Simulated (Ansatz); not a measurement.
**TiNH3F4: nudged elastic band**

System: TiNH3F4.
Method: RKS BHLYP/def2-SVP (Ansatz 0.2.0).

It belongs to a series of runs on one base structure; here: band between the two ends.

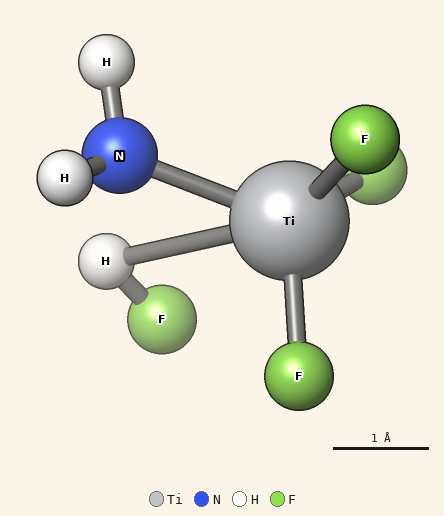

*The structure as given in the input (ball-and-stick view, seen at a tilt). Sticks mark near contacts.*

Bond lengths as drawn: F–H 0.95 Å, F–Ti 1.73 Å, H–N 1.01 Å, H–Ti 2.35 Å and N–Ti 1.91 Å.

### Results in brief

| quantity | value |
| --- | --- |
| outcome | converged |
| barrier, forward | 0.036 eV |
| barrier, backward | 1.715 eV |
| hardware | 4 threads of Intel Xeon (Emerald Rapids), 32 GiB of memory available, shared host |
| wall time | 2.6 min (CPU time 9 min) |
| peak memory | 0.33 GiB |

### Remarks

The order of the saddle point was not checked.

### The input
```yaml
crystal:
  periodic: [false, false, false]
  atoms:
    - { symbol: Ti, position_ang: [-0.074881, -0.024058, 0.177987] }
    - { symbol: "N", position_ang: [-0.093692, -0.030966, 2.091416] }
    - { symbol: H, position_ang: [0.144609, -0.894289, 2.566892] }
    - { symbol: H, position_ang: [0.359469, 0.736368, 2.575045] }
    - { symbol: F, position_ang: [1.600912, -0.180842, -0.206819] }
    - { symbol: F, position_ang: [-0.446572, 1.526786, -0.485414] }
    - { symbol: F, position_ang: [-0.736174, -1.46839, -0.499366] }
    - { symbol: F, position_ang: [-2.327446, 0.193476, 0.986163] }
    - { symbol: H, position_ang: [-1.793426, 0.152614, 1.770097] }
basis:
  gaussian: { orbitals: def2-SVP }
hamiltonian:
  xc: { name: BHLYP }
neb:
  order_check: false
  images: 5
  f_tol: 0.05
  max_iterations: 60
  final_atoms:
    - { symbol: Ti, position_ang: [-0.43451309, 0.23384401, -0.01905083] }
    - { symbol: "N", position_ang: [-0.30070798, -0.28167489, 2.23262731] }
    - { symbol: H, position_ang: [-0.3033735, -1.2848458, 2.37189643] }
    - { symbol: H, position_ang: [0.55023672, 0.09099213, 2.63606821] }
    - { symbol: F, position_ang: [1.07758374, 1.021753, 0.34587706] }
    - { symbol: F, position_ang: [-0.53531989, 0.62040775, -1.70513096] }
    - { symbol: F, position_ang: [-0.43204152, -1.50539664, -0.14322538] }
    - { symbol: F, position_ang: [-1.90197363, 1.00624262, 0.51990112] }
    - { symbol: H, position_ang: [-1.08709185, 0.10937681, 2.73703805] }
  initial_path:
    images:
      - { positions_ang: [[-0.074881, -0.024058, 0.177987], [-0.093692, -0.030966, 2.091416], [0.144609, -0.894289, 2.566892], [0.359469, 0.736368, 2.575045], [1.600912, -0.180842, -0.206819], [-0.446572, 1.526786, -0.485414], [-0.736174, -1.46839, -0.499366], [-2.327446, 0.193476, 0.986163], [-1.793426, 0.152614, 1.770097]] }
      - { positions_ang: [[-0.05012503, -0.01458758, 0.1185829], [-0.06217198, -0.02268865, 2.1975278], [-0.19552634, -0.68944906, 2.69096286], [0.53237421, 0.57854156, 2.696826], [1.64217868, -0.11820565, -0.34143926], [-0.58536036, 1.517944, -0.52447322], [-0.77839528, -1.47436391, -0.53810667], [-2.22546406, 0.13157005, 0.88165467], [-1.64471085, 0.10193823, 1.79446592]] }
      - { positions_ang: [[-0.02536906, -0.00511716, 0.05917879], [-0.03065195, -0.01441129, 2.30363961], [-0.53566168, -0.48460911, 2.81503372], [0.70527942, 0.42071511, 2.818607], [1.68344536, -0.0555693, -0.47605951], [-0.72414873, 1.509102, -0.56353244], [-0.82061656, -1.48033781, -0.57684735], [-2.12348211, 0.06966409, 0.77714635], [-1.49599569, 0.05126246, 1.81883483]] }
      - { positions_ang: [[-0.0006131, 0.00435327, -0.00022531], [0.00086807, -0.00613394, 2.40975141], [-0.87579701, -0.27976917, 2.93910458], [0.87818462, 0.26288867, 2.94038801], [1.72471205, 0.00706705, -0.61067977], [-0.86293709, 1.50026, -0.60259166], [-0.86283784, -1.48631172, -0.61558802], [-2.02150017, 0.00775814, 0.67263802], [-1.34728054, 0.00058669, 1.84320375]] }
      - { positions_ang: [[-0.14524643, 0.08085018, -0.00650049], [-0.09965728, -0.09798092, 2.35071005], [-0.68498918, -0.61479471, 2.7500352], [0.76886865, 0.20558982, 2.83894807], [1.50900261, 0.3452957, -0.29182749], [-0.75373135, 1.20697592, -0.97010476], [-0.71923907, -1.49267336, -0.45813381], [-1.98165799, 0.3405863, 0.62172572], [-1.26055097, 0.03685007, 2.14114852]] }
      - { positions_ang: [[-0.28987976, 0.15734709, -0.01277566], [-0.20018263, -0.1898279, 2.29166868], [-0.49418134, -0.94982026, 2.56096581], [0.65955269, 0.14829098, 2.73750814], [1.29329318, 0.68352435, 0.02702478], [-0.64452562, 0.91369183, -1.33761786], [-0.57564029, -1.499035, -0.30067959], [-1.94181581, 0.67341446, 0.57081342], [-1.17382141, 0.07311344, 2.43909328]] }
      - { positions_ang: [[-0.43451309, 0.23384401, -0.01905083], [-0.30070798, -0.28167489, 2.23262731], [-0.3033735, -1.2848458, 2.37189643], [0.55023672, 0.09099213, 2.63606821], [1.07758374, 1.021753, 0.34587706], [-0.53531989, 0.62040775, -1.70513096], [-0.43204152, -1.50539664, -0.14322538], [-1.90197363, 1.00624262, 0.51990112], [-1.08709185, 0.10937681, 2.73703805]] }
```

Launched with:
```bash
ansatz run input.yaml --threads 4 --pin off --max-ram 5120MiB --backend cpu --events-out ev --progress --plain --runs-dir out
```

### Log
```
Engine: ansatz 0.2.0, x86_64-unknown-linux-gnu
Functional definition: BHLYP
  parameter a = 0.5
  exchange = (1 - a)*b88_x + a*exact_x
  correlation = lyp_c
1279 factors; integrals over basis functions are off by at most 3.4e-4 eV
mean field evaluation 1: about -35497.2109 eV, gradient 8.1e1 eV
mean field evaluation 2: about -35404.6385 eV, gradient 2.6e2 eV
mean field evaluation 4: about -35509.2534 eV, gradient 7.9e0 eV
mean field evaluation 8: about -35509.4864 eV, gradient 6.3e-1 eV
mean field evaluation 16: about -35509.4876 eV, gradient 1.4e-4 eV
mean field -35509.48756653 eV, -1304.9495988748 hartree, gradient 4.0e-5 eV, S^2 0.000000; 0 other end points of the search recorded, 0 dependent functions left out
the calculation of the forces begins
reference -35509.48780775 eV, -1304.9496077395 hartree; 34, 34 occupied and 82, 82 virtual orbitals, 1279 factors
1279 factors; integrals over basis functions are off by at most 8.0e-4 eV
mean field evaluation 32: about -35511.1663 eV, gradient 2.7e-3 eV
mean field -35511.16633768 eV, -1305.0112925767 hartree, gradient 6.6e-5 eV, S^2 0.000000; 0 other end points of the search recorded, 0 dependent functions left out
[... from here on the field's lines of each further geometry are left out, up to the last ...]
NEB iter   1: max|band force component| = 1.109e1 eV/Å  barrier→ = 4.6952 eV  barrier← = 6.3740 eV  Δτ_max = 0.1973 Å  (228 SCF iters)
NEB iter   2: max|band force component| = 3.396e0 eV/Å  barrier→ = 1.8790 eV  barrier← = 3.5578 eV  Δτ_max = 0.2000 Å  (207 SCF iters)
NEB iter   3: max|band force component| = 2.269e0 eV/Å  barrier→ = 1.2030 eV  barrier← = 2.8817 eV  Δτ_max = 0.2000 Å  (185 SCF iters)
NEB iter   4: max|band force component| = 1.303e0 eV/Å  barrier→ = 1.0975 eV  barrier← = 2.7763 eV  Δτ_max = 0.1869 Å  (178 SCF iters)
NEB iter   5: max|band force component| = 2.255e0 eV/Å  barrier→ = 0.7220 eV  barrier← = 2.4007 eV  Δτ_max = 0.0991 Å  (183 SCF iters)
NEB iter   6: max|band force component| = 2.562e0 eV/Å  barrier→ = 0.3975 eV  barrier← = 2.0763 eV  Δτ_max = 0.0998 Å  (180 SCF iters)
NEB iter   7: max|band force component| = 1.768e0 eV/Å  barrier→ = 0.2259 eV  barrier← = 1.9046 eV  Δτ_max = 0.2000 Å  (178 SCF iters)
NEB iter   8: max|band force component| = 5.559e0 eV/Å  barrier→ = 0.0729 eV  barrier← = 1.7517 eV  Δτ_max = 0.0994 Å  (188 SCF iters)
NEB iter   9: max|band force component| = 1.579e0 eV/Å  barrier→ = 0.0688 eV  barrier← = 1.7476 eV  Δτ_max = 0.2000 Å  (177 SCF iters)
NEB iter  10: max|band force component| = 9.169e-1 eV/Å  barrier→ = 0.0570 eV  barrier← = 1.7357 eV  Δτ_max = 0.1984 Å  (181 SCF iters)
NEB iter  11: max|band force component| = 5.470e-1 eV/Å  barrier→ = 0.0462 eV  barrier← = 1.7250 eV  Δτ_max = 0.1710 Å  (183 SCF iters)
NEB iter  12: max|band force component| = 6.372e-1 eV/Å  barrier→ = 0.0763 eV  barrier← = 1.7551 eV  Δτ_max = 0.0843 Å  (172 SCF iters)
NEB iter  13: max|band force component| = 3.015e-1 eV/Å  barrier→ = 0.0509 eV  barrier← = 1.7297 eV  CI = image 1  Δτ_max = 0.1669 Å  (180 SCF iters)
NEB iter  14: max|band force component| = 1.307e0 eV/Å  barrier→ = 0.1404 eV  barrier← = 1.8191 eV  CI = image 1  Δτ_max = 0.0842 Å  (177 SCF iters)
NEB iter  15: max|band force component| = 5.334e-1 eV/Å  barrier→ = 0.1207 eV  barrier← = 1.7995 eV  CI = image 1  Δτ_max = 0.1722 Å  (181 SCF iters)
NEB iter  16: max|band force component| = 1.058e0 eV/Å  barrier→ = 0.1331 eV  barrier← = 1.8119 eV  CI = image 1  Δτ_max = 0.0739 Å  (177 SCF iters)
NEB iter  17: max|band force component| = 3.235e-1 eV/Å  barrier→ = 0.0961 eV  barrier← = 1.7749 eV  CI = image 1  Δτ_max = 0.0700 Å  (172 SCF iters)
NEB iter  18: max|band force component| = 2.238e-1 eV/Å  barrier→ = 0.0707 eV  barrier← = 1.7495 eV  CI = image 1  Δτ_max = 0.0854 Å  (177 SCF iters)
NEB iter  19: max|band force component| = 2.035e-1 eV/Å  barrier→ = 0.0659 eV  barrier← = 1.7446 eV  CI = image 1  Δτ_max = 0.0424 Å  (174 SCF iters)
NEB iter  20: max|band force component| = 1.598e-1 eV/Å  barrier→ = 0.0566 eV  barrier← = 1.7354 eV  CI = image 1  Δτ_max = 0.0847 Å  (178 SCF iters)
NEB iter  21: max|band force component| = 9.652e-2 eV/Å  barrier→ = 0.0444 eV  barrier← = 1.7232 eV  CI = image 1  Δτ_max = 0.0844 Å  (174 SCF iters)
NEB iter  22: max|band force component| = 9.595e-2 eV/Å  barrier→ = 0.0378 eV  barrier← = 1.7166 eV  CI = image 1  Δτ_max = 0.0846 Å  (174 SCF iters)
NEB iter  23: max|band force component| = 8.033e-2 eV/Å  barrier→ = 0.0363 eV  barrier← = 1.7151 eV  CI = image 1  Δτ_max = 0.0848 Å  (177 SCF iters)
NEB iter  24: max|band force component| = 6.837e-2 eV/Å  barrier→ = 0.0362 eV  barrier← = 1.7149 eV  CI = image 1  Δτ_max = 0.0777 Å  (181 SCF iters)
NEB iter  25: max|band force component| = 6.465e-2 eV/Å  barrier→ = 0.0362 eV  barrier← = 1.7149 eV  CI = image 1  Δτ_max = 0.0227 Å  (169 SCF iters)
the calculation of the forces begins
reference -35511.16384789 eV, -1305.0112010787 hartree; 34, 34 occupied and 82, 82 virtual orbitals, 1279 factors
1279 factors; integrals over basis functions are off by at most 6.3e-4 eV
mean field evaluation 1120: about -35509.4514 eV, gradient 4.2e-5 eV
mean field -35509.45140976 eV, -1304.9482701379 hartree, gradient 4.7e-5 eV, S^2 0.000000; 1 other end points of the search recorded, 0 dependent functions left out
the calculation of the forces begins
reference -35509.45165133 eV, -1304.9482790155 hartree; 34, 34 occupied and 82, 82 virtual orbitals, 1279 factors
NEB iter  26: max|band force component| = 4.899e-2 eV/Å  barrier→ = 0.0362 eV  barrier← = 1.7149 eV  CI = image 1  Δτ_max = 0.0000 Å  (359 SCF iters)
```

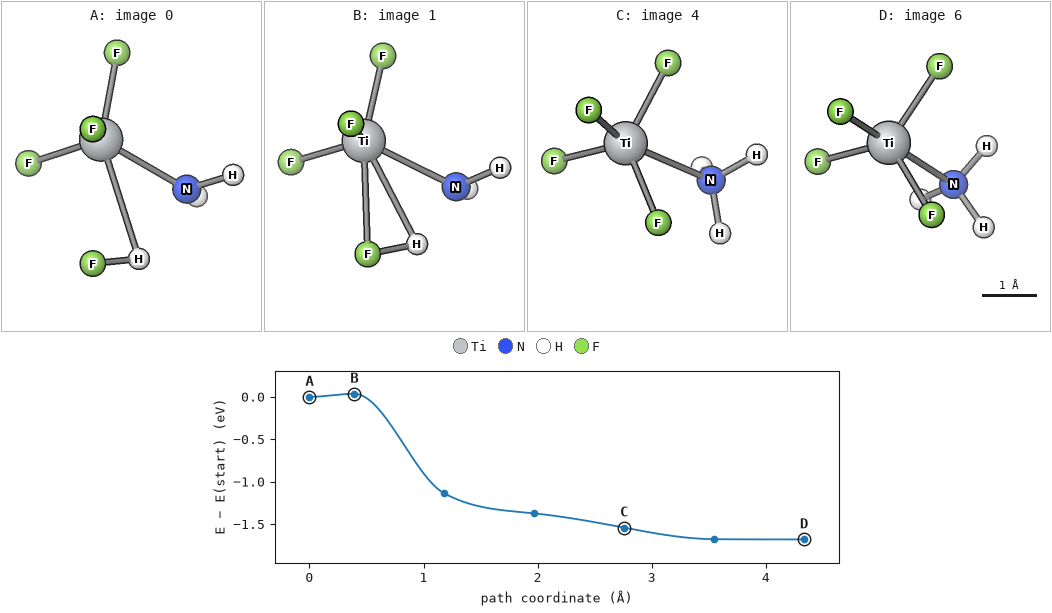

*Images of the last band (counted from 0; ball-and-stick, seen at a tilt) above the energy along the path; the line is a cubic interpolation that uses the forces.*

The highest image is number 1, 0.036 eV above the start and 1.715 eV above the end (the climbing image); the end lies 1.679 eV below the start. The path is 4.33 Å long. The band converged in 26 iterations.

```
Total energy: -35509.45165133 eV, -1304.9482790155 hartree
Atom 0 at    -0.188682    -0.019085     0.150499 Å, force     0.000385    -0.000011     0.001423 eV/Å
Atom 1 at    -0.173484    -0.020754     2.138665 Å, force     0.000805    -0.000371    -0.001251 eV/Å
Atom 2 at     0.142703    -0.878286     2.578242 Å, force    -0.000418    -0.000132    -0.000253 eV/Å
Atom 3 at     0.317813     0.750222     2.577776 Å, force    -0.000174    -0.000050    -0.000028 eV/Å
Atom 4 at     1.510345    -0.205025    -0.091151 Å, force     0.000145     0.000290    -0.000076 eV/Å
Atom 5 at    -0.454653     1.504448    -0.607919 Å, force     0.000040    -0.000080    -0.000048 eV/Å
Atom 6 at    -0.777417    -1.448712    -0.608924 Å, force    -0.000037    -0.000024     0.000289 eV/Å
Atom 7 at    -2.186037     0.198492     1.007805 Å, force    -0.001092    -0.000298    -0.000157 eV/Å
Atom 8 at    -1.557789     0.129398     1.831007 Å, force     0.000346     0.000674     0.000101 eV/Å
Dipole moment:     0.238784    -0.025772     0.711544 e Å
this run last wrote the band of iteration 26 to [file]
```

### The last band as extended XYZ (Å, eV, eV/Å)
```
9
Properties=species:S:1:pos:R:3:forces:R:3 image=0 energy=-35509.48757
Ti   -0.0749   -0.0241    0.1780   -0.0197  -0.0012   0.0036
N    -0.0937   -0.0310    2.0914    0.0058   0.0028   0.0039
H     0.1446   -0.8943    2.5669    0.0013  -0.0038  -0.0028
H     0.3595    0.7364    2.5750   -0.0062   0.0034  -0.0015
F     1.6009   -0.1808   -0.2068    0.0103  -0.0022  -0.0042
F    -0.4466    1.5268   -0.4854    0.0049  -0.0013   0.0009
F    -0.7362   -1.4684   -0.4994    0.0034   0.0025   0.0001
F    -2.3274    0.1935    0.9862    0.0021   0.0011   0.0054
H    -1.7934    0.1526    1.7701   -0.0018  -0.0013  -0.0054
9
Properties=species:S:1:pos:R:3:forces:R:3 image=1 energy=-35509.45141
Ti   -0.1887   -0.0191    0.1505    0.0004   0.0000   0.0014
N    -0.1735   -0.0208    2.1387    0.0008  -0.0004  -0.0013
H     0.1427   -0.8783    2.5782   -0.0004  -0.0001  -0.0003
H     0.3178    0.7502    2.5778   -0.0002  -0.0001   0.0000
F     1.5103   -0.2050   -0.0912    0.0001   0.0003  -0.0001
F    -0.4547    1.5044   -0.6079    0.0000  -0.0001   0.0000
F    -0.7774   -1.4487   -0.6089    0.0000   0.0000   0.0003
F    -2.1860    0.1985    1.0078   -0.0011  -0.0003  -0.0002
H    -1.5578    0.1294    1.8310    0.0003   0.0007   0.0001
9
Properties=species:S:1:pos:R:3:forces:R:3 image=2 energy=-35510.62324
Ti   -0.4139   -0.0159    0.0456   -0.2638   0.0348  -0.1267
N    -0.2117    0.0070    2.1900   -0.0580   0.0212   0.0695
H     0.1254   -0.8524    2.6067   -0.0272  -0.0018   0.0211
H     0.3281    0.7768    2.5673   -0.0263   0.0009   0.0181
F     1.3389   -0.2382    0.0799   -0.1845   0.0279   0.2305
F    -0.4238    1.4756   -0.8203    0.0293   0.0059  -0.2167
F    -0.8047   -1.4965   -0.7477    0.0243  -0.0231  -0.2141
F    -2.0888    0.2176    0.7337    0.1101  -0.0237  -0.3582
H    -1.2168    0.1368    2.3208    0.3961  -0.0421   0.5766
9
Properties=species:S:1:pos:R:3:forces:R:3 image=3 energy=-35510.85964
Ti   -0.4783    0.0249    0.0011   -0.0110   0.0240  -0.0099
N    -0.2466   -0.0537    2.2303   -0.0010  -0.0118   0.0178
H     0.1735   -0.9131    2.5642    0.0079  -0.0231  -0.0082
H     0.3658    0.6997    2.5239    0.0032  -0.0266  -0.0059
F     1.2741   -0.0612    0.2355   -0.0103   0.0545   0.0332
F    -0.4024    1.1968   -1.2681   -0.0052  -0.0417  -0.0751
F    -0.8578   -1.5490   -0.5930    0.0062  -0.0033   0.0175
F    -2.0418    0.5894    0.6220    0.0049   0.0581  -0.0276
H    -1.1538    0.0769    2.6600    0.0052  -0.0301   0.0583
9
Properties=species:S:1:pos:R:3:forces:R:3 image=4 energy=-35511.02714
Ti   -0.4674    0.1140   -0.0230    0.0118   0.0543   0.0007
N    -0.2749   -0.1835    2.2403    0.0034  -0.0401   0.0017
H     0.1717   -1.0442    2.5311   -0.0100  -0.0504   0.0030
H     0.3126    0.5756    2.5681   -0.0120  -0.0463  -0.0004
F     1.2523    0.3320    0.2633   -0.0108   0.1216   0.0050
F    -0.4818    0.9213   -1.5550   -0.0285  -0.0974  -0.0950
F    -0.8236   -1.5434   -0.3592    0.0090  -0.0047   0.0845
F    -1.8826    0.9395    0.6116    0.0472   0.1208  -0.0137
H    -1.1735   -0.1007    2.6988   -0.0101  -0.0577   0.0142
9
Properties=species:S:1:pos:R:3:forces:R:3 image=5 energy=-35511.16361
Ti   -0.4405    0.2169   -0.0212    0.0104   0.0510   0.0031
N    -0.2946   -0.2629    2.2299   -0.0013  -0.0244  -0.0027
H     0.0629   -1.1989    2.3774   -0.0039  -0.0067   0.0128
H     0.3264    0.3848    2.7002    0.0001  -0.0034  -0.0166
F     1.1920    0.7544    0.2745   -0.0020  -0.0028  -0.0111
F    -0.5434    0.6003   -1.7088   -0.0030  -0.0053   0.0016
F    -0.7234   -1.5000   -0.1121    0.0065  -0.0064   0.0263
F    -1.7440    1.2172    0.5621   -0.0052   0.0027  -0.0127
H    -1.2027   -0.2012    2.6742   -0.0015  -0.0047  -0.0006
9
Properties=species:S:1:pos:R:3:forces:R:3 image=6 energy=-35511.16634
Ti   -0.4345    0.2338   -0.0191    0.0022  -0.0032   0.0128
N    -0.3007   -0.2817    2.2326    0.0000  -0.0009   0.0036
H    -0.3034   -1.2848    2.3719    0.0000   0.0000  -0.0027
H     0.5502    0.0910    2.6361    0.0004   0.0009  -0.0026
F     1.0776    1.0218    0.3459   -0.0002   0.0006  -0.0003
F    -0.5353    0.6204   -1.7051   -0.0001   0.0017  -0.0087
F    -0.4320   -1.5054   -0.1432   -0.0008  -0.0001  -0.0001
F    -1.9020    1.0062    0.5199   -0.0008   0.0004   0.0001
H    -1.0871    0.1094    2.7370   -0.0007   0.0006  -0.0021
```
